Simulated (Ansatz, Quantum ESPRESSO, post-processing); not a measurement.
# Screening and band shifts of 1T-IrSeTe, 1 layer, part 5 of 6

How does 1T-IrSeTe, 1 layer respond to a gate-like field without added charge?

Quantum ESPRESSO 7.5; plane-wave DFT, LDA, GBRV ultrasoft pseudopotentials; geometry and cross-check by Ansatz 0.2.0 with PAW datasets.

So far. Step 12 (Electrostatic potential): The slope in the vacuum is 0.300 eV/Å for an applied 0.30 V/Å, as it should be. Step 13 (Bands along a path: field 0.3 V/Å): Upper empty bands that drop with the field can be states of the vacuum, held by the sawtooth; they depend on the cell's width.

**14. Density by pp.x**

The density shows how far the electrons spill into the vacuum.

f0.rho.in

```
&inputpp
  prefix = 'f0'
  outdir = './out'
  filplot = 'f0.rho.dat'
  plot_num = 0
/
```

Launch:

```sh
$ OMP_NUM_THREADS=1 mpirun -n 4 pp.x -in f0.rho.in > f0.rho.out
```

Numbers of over 12 decimals in the logs are rounded to 6 here.

The program printed:

```text
[banner, memory and clock lines left out]
Program POST-PROC v.7.5 starts

          URL

     ./out/f0.save/

     IMPORTANT: XC functional enforced from input :
     Exchange-correlation= PZ
                           (   1   1   0   0   0   0   0)
     Any further DFT definition will be discarded
     Please, verify this is what you really want

     negative rho (up, down):  3.220E-01 0.000E+00

     Adding external electric field

     Computed dipole along edir(3) :
        Dipole               -0.0227 Ry au,         -0.0577 Debye
        Dipole field         -0.0002 Ry au,

        Potential amp.        0.0122 Ry
        Total length         36.1065 bohr

     Calling punch_plot, plot_num =   0
     Writing data to file  f0.rho.dat
     Message from routine chdens:
     namelist plot not found or invalid, exiting
```

It took 1.2 s on 4 MPI ranks of Arm Neoverse V1, shared host; peak memory 0.12 GiB.

This step gave:

```
electrons by integration : 27.00 e
```

Mean over planes. Table of valence density, planar mean by z:

| z (Å) | valence density, planar mean (e/Å³) |
| --- | --- |
| 4 | 9.0e-6 |
| 5 | 1.4e-4 |
| 6 | 0.00208 |
| 7 | 0.0313 |
| 8 | 0.197 |
| 9 | 0.299 |
| 10 | 0.930 |
| 11 | 0.429 |
| 12 | 0.194 |
| 13 | 0.0134 |
| 14 | 6.3e-4 |
| 15 | 3.2e-5 |

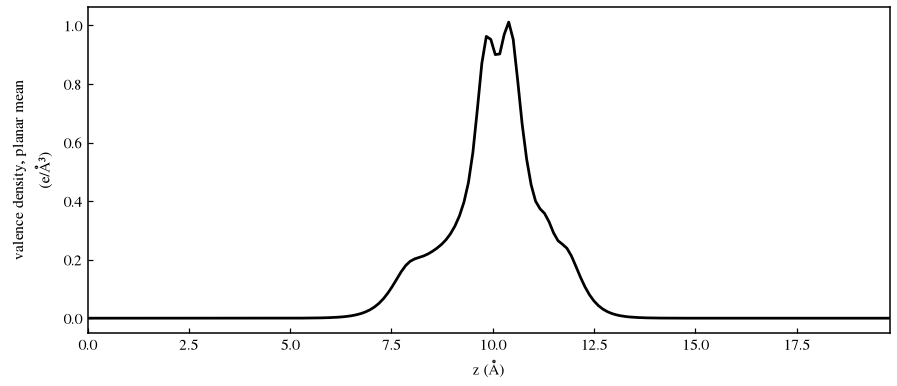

Valence density, planar mean, plotted against z.

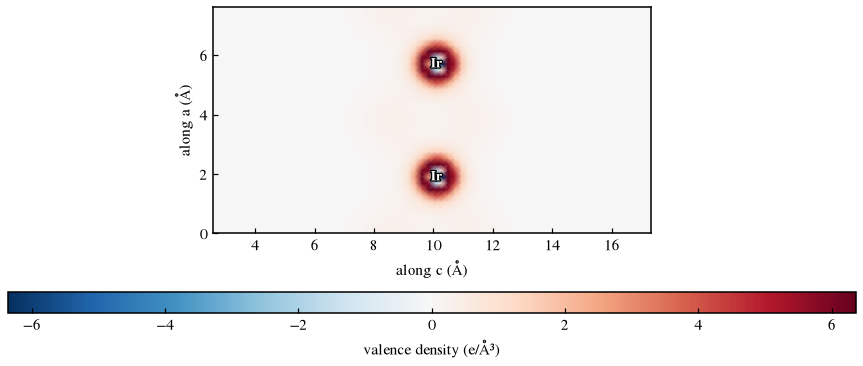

Valence density in the ca plane at fractional y = 0.000, with atoms of Ir within 0.2 Å of it. It is the smooth field of the valence electrons, not physical close to the nuclei. The map starts off the cell's origin, so that atoms lie inside it. The far vacuum is left out of the map.

The density integrates to 27.000 electrons, as the 27 of the input ask.

**15. Density by pp.x**

f2.rho.in

```
&inputpp
  prefix = 'f2'
  outdir = './out'
  filplot = 'f2.rho.dat'
  plot_num = 0
/
```

Launch:

```sh
$ OMP_NUM_THREADS=1 mpirun -n 4 pp.x -in f2.rho.in > f2.rho.out
```

Elapsed: 1.2 s, on 4 MPI ranks; peak memory 0.12 GiB; 4.5 s of CPU time.

**16. Charge moved by a field of 0.2 V/Å**

This step gave:

```
largest charge moved across a plane : 0.001132 e/Å²
dipole step                         : -1.042 eV
```

Planar mean against z:

| z (Å) | planar mean (e/Å³) |
| --- | --- |
| 2 | 5.3e-8 |
| 4 | 3.4e-6 |
| 6 | 1.6e-4 |
| 8 | 2.2e-4 |
| 10 | -2.5e-5 |
| 12 | -5.9e-4 |
| 14 | -5.7e-5 |
| 16 | -5.5e-7 |
| 18 | -5.8e-9 |

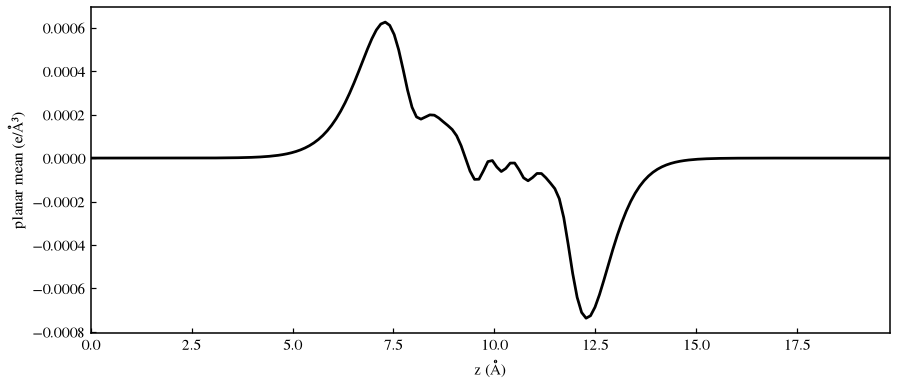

Planar mean against z.

Running integral, electrons below z against z:

| z (Å) | running integral, electrons below z (e/Å²) |
| --- | --- |
| 2 | 2.8e-8 |
| 4 | 1.8e-6 |
| 6 | 9.7e-5 |
| 8 | 9.5e-4 |
| 10 | 0.00109 |
| 12 | 7.9e-4 |
| 14 | 2.2e-5 |
| 16 | 2.0e-7 |
| 18 | 1.6e-9 |

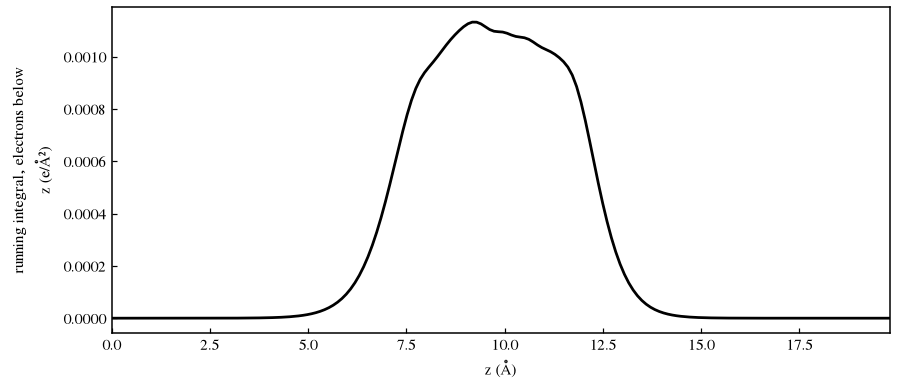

Running integral, electrons below z against z.

**17. Polarisability from the dipole between 0 and 0.1 V/A**

Numbers from this step:

| Item | Value |
| --- | --- |
| change of slope in the vacuum | 0.10000 eV/Å |
| polarisability a cell | 5.196 Å³ |
| sheet polarisability 4πα/A | 5.209 Å |

The change of the potential energy, second field less first by z:

| z (Å) | change of the potential energy, second field less first (eV) |
| --- | --- |
| 0 | -0.350 |
| 1 | -0.618 |
| 2 | -0.518 |
| 3 | -0.418 |
| 4 | -0.318 |
| 5 | -0.218 |
| 6 | -0.122 |
| 7 | -0.0417 |
| 8 | -0.00618 |
| 9 | 8.4e-4 |
| 10 | 5.5e-5 |
| 11 | 0.00336 |
| 12 | 0.0156 |
| 13 | 0.0709 |
| 14 | 0.163 |
| 15 | 0.262 |
| 16 | 0.362 |
| 17 | 0.462 |
| 18 | 0.562 |
| 19 | 0.662 |

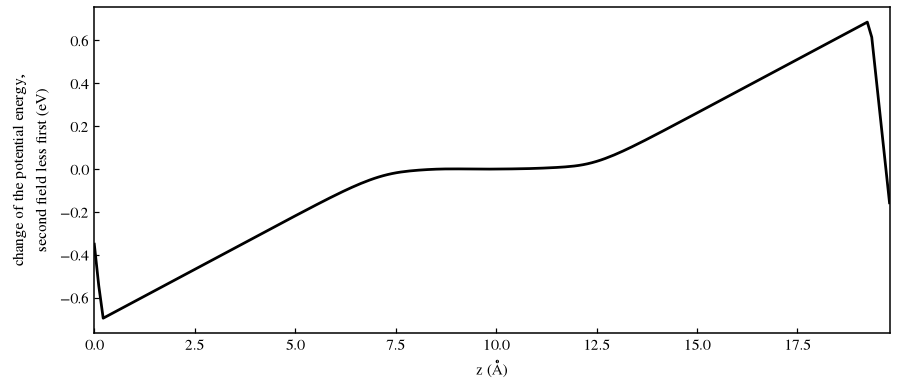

Change of the potential energy, second field less first against z.

**18. Dipole against field**

Table of dipole along the normal, dipole moment by applied field:

| applied field (V/Å) | dipole along the normal, dipole moment (e·Å) |
| --- | --- |
| 0.000 | -0.0120 |
| 0.100 | 0.0241 |
| 0.200 | 0.0602 |
| 0.300 | 0.0964 |

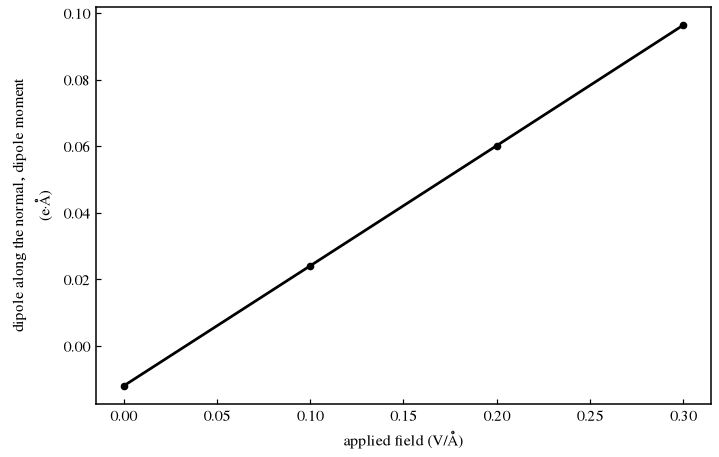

Dipole along the normal, dipole moment against applied field.

**19. The same in Ansatz: field 0.1 V/Å**

As a check, the same structure is run in Ansatz.

Level of this step: plane-wave DFT, PBE, Ansatz PAW (Ansatz 0.2.0).

input.yaml

```yaml
crystal:
  lattice:
    - [3.8044183351, 0.0, 0.0]
    - [-1.9022091675, 3.2947229248, 0.0]
    - [0.0, 0.0, 19.9028290188]
  atoms:
    - { symbol: Te, position: [0.6666666667, 0.3333333333, 0.4308405978] }
    - { symbol: Ir, position: [0.0, 0.0, 0.508811549] }
    - { symbol: Se, position: [0.3333333333, 0.6666666667, 0.5683828846] }
kpoints:
  mp_grid: { grid: [12, 12, 1] }
hamiltonian:
  xc: pbe
scf:
  occupations: { method: fermi_dirac, width: 0.054 }
  convergence: { dr2_threshold: 1.0e-09 }
efield:
  axis: 3
  dipole_correction: true
  ramp_position: 0.97
  ramp_width: 0.04
  amplitude: 0.1
output:
  write_potential: true
  write_density: true
  volumetric_format: npy
```

Launch:

```sh
$ ansatz run input.yaml --threads 4 --pin off --max-ram 8192MiB --backend cpu --events-out ev --progress --plain --runs-dir out
```

The program printed:

```text
[...]
Crystal: 3 atoms, lattice volume = 249.472 Å³
Basis set: ecut = 420 eV, 4879 PW (Γ)
Bands: 30, of which v1, the nominal top of the filled ones, is band 25 counted from 1 (24 counted from 0)
Symmetry: 6 space group operations
[...]
k-points: 19 of 144 (time reversal used)
[...]
SCF iter   1: F=—  HF=-24385.408833 eV  |F-HF|=—  |Δ(HF+E_count)|=         —  Δρ=2.59e-2  dr2=3.86e0  ethr=3.10e-3  p=0.036 e·Å  D=2.61e-2 V/Å  ΔV_dip=-0.52 eV  dr2_dipole=1.35e-1  V_vac-E_F(+/−)=6.65/5.33 eV  ⟨swp⟩=9.3  Hψ=2867  notcnv=0
[...]
SCF iter  11: F=-24384.814501 eV  HF=-24384.814501 eV  |F-HF|=5.97e-10  |Δ(HF+E_count)|=   2.71e-9  Δρ=2.69e-7  dr2=5.59e-10  ethr=2.04e-12  p=0.023 e·Å  D=1.66e-2 V/Å  ΔV_dip=-0.33 eV  dr2_dipole=9.05e-11  V_vac-E_F(+/−)=5.63/4.12 eV  ⟨swp⟩=10.8  Hψ=1943  notcnv=0
SCF 1 converged in 11 iterations: F = -24384.814501 eV  dr2 = 5.59e-10
[...]
WARN: The output density's exchange-correlation potential varies sharply where the density is thin. Do not read a vacuum level from v_tot or v_xc, or from such a field of the output density. On a cell that repeats whose density bears no net charge and no dipole along the vacuum's axis use v_es (v_loc + v_h of the components); under efield.dipole_correction with no amplitude use v_es + v_field, which holds any externa [...]
SCF converged after 11 iterations
Free energy (F): -24384.814501 eV
[...]
Internal energy: -24384.784762 eV  (E = F + TS)
E sigma→0 (E₀):  -24384.799632 eV
Entropy (-TS):   -0.029740 eV (-9.913 meV/atom)
Fermi energy:    -0.116484 eV
Dipole field:    D = 0.016622 V/Å  (p = 0.022916 e·Å, saw-weighted, corrected)
Work function:   not extracted (applied field tilts the vacuum); planar V_es + V_field profile in the machine report
[...]
--- Band table (eV; the first three rows and the last of 19) ---
  k-point 0: bands = [... 21 lower, -1.6492, -0.4718, -0.0455, -0.0455, 3.1746, 3.1746, 3.5807, 4.4576, ... 1 higher]
  k-point 1: bands = [... 21 lower, -1.6370, -0.7559, -0.0092, 0.1063, 2.5686, 3.0233, 3.7975, 4.6922, ... 1 higher]
  k-point 2: bands = [... 21 lower, -1.7826, -0.8326, -0.0141, 0.1677, 1.7053, 2.7559, 4.2016, 5.0523, ... 1 higher]
  k-point 18: bands = [... 21 lower, -2.9877, -1.7355, -0.9324, -0.4498, 1.1330, 2.4149, 5.0083, 6.8198, ... 1 higher]
```

The job ended after 5.2 s (4 threads; peak memory 0.59 GiB).

Read from the output:

```
free energy             : -24384.8145 eV
energy at zero smearing : -24384.7996 eV
smearing term TS        : 0.02974 eV
Fermi energy            : -0.1165 eV
dipole along the normal : 0.02292 e·Å
```

At 0.1 V/Å Ansatz's dipole is 0.0229 e Å against 0.0241 from pw.x, under another functional.

**20. The same in Ansatz: field -0.1 V/Å**

input.yaml is the input of step 19 with these lines changed:

```diff
@@ -21,3 +21,3 @@
   ramp_width: 0.04
-  amplitude: 0.1
+  amplitude: -0.1
 output:
```

The program printed:

```text
[...]
Crystal: 3 atoms, lattice volume = 249.472 Å³
Basis set: ecut = 420 eV, 4879 PW (Γ)
Bands: 30, of which v1, the nominal top of the filled ones, is band 25 counted from 1 (24 counted from 0)
Symmetry: 6 space group operations
[...]
k-points: 19 of 144 (time reversal used)
[...]
k-point 0: bands = [... 21 lower, -1.6342, -0.5017, -0.0544, -0.0544, 3.1674, 3.1674, 3.7141, 4.2952, ... 1 higher]
  k-point 1: bands = [... 21 lower, -1.6261, -0.7693, -0.0181, 0.0853, 2.5595, 3.0160, 3.9894, 4.4225, ... 1 higher]
  k-point 2: bands = [... 21 lower, -1.7836, -0.8283, -0.0228, 0.1437, 1.6953, 2.7487, 4.4493, 4.7296, ... 1 higher]
  k-point 18: bands = [... 21 lower, -2.9937, -1.7478, -0.9340, -0.4628, 1.1329, 2.4029, 5.0307, 6.8828, ... 1 higher]
[key lines of the parts left out:]
SCF converged after 11 iterations
Free energy (F): -24384.817139 eV
Fermi energy:    -0.128483 eV
Dipole field:    D = -0.035762 V/Å  (p = -0.049303 e·Å, saw-weighted, corrected)
```

Wall time 5.2 s (4 threads); peak memory 0.6 GiB.

This step gave:

| Item | Value |
| --- | --- |
| free energy | -24384.8171 eV |
| energy at zero smearing | -24384.8022 eV |
| smearing term TS | 0.02997 eV |
| Fermi energy | -0.1285 eV |
| dipole along the normal | -0.04930 e·Å |

**21. Dipole against field, Ansatz**

Table of dipole along the normal, dipole moment by applied field:

| applied field (V/Å) | dipole along the normal, dipole moment (e·Å) |
| --- | --- |
| -0.1000 | -0.0493 |
| 0.0000 | -0.0131 |
| 0.1000 | 0.0229 |

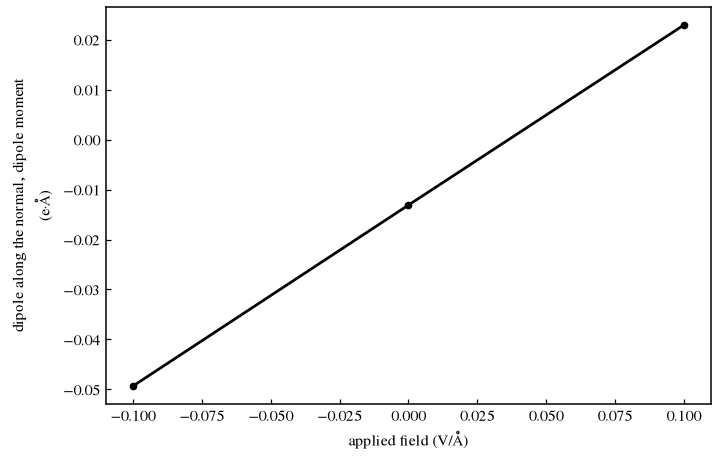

Dipole along the normal, dipole moment, plotted against applied field.

(Continued in part 6 of 6.)

[Logs are printed without paths, hosts, clocks, repeated set-up lines and the standing remarks that a program may print on its own settings, such as how far it seeks lower states.]

[Hosts, paths, dates, database ids (printed as entryN), source tags and the programs' standing remarks are cut or masked in the printed files.]

[Maps of the electrostatic potential energy from Ansatz leave out the sawtooth potential of an applied field or a dipole correction, so their vacuum need not be flat; planar profiles and work functions include it.]
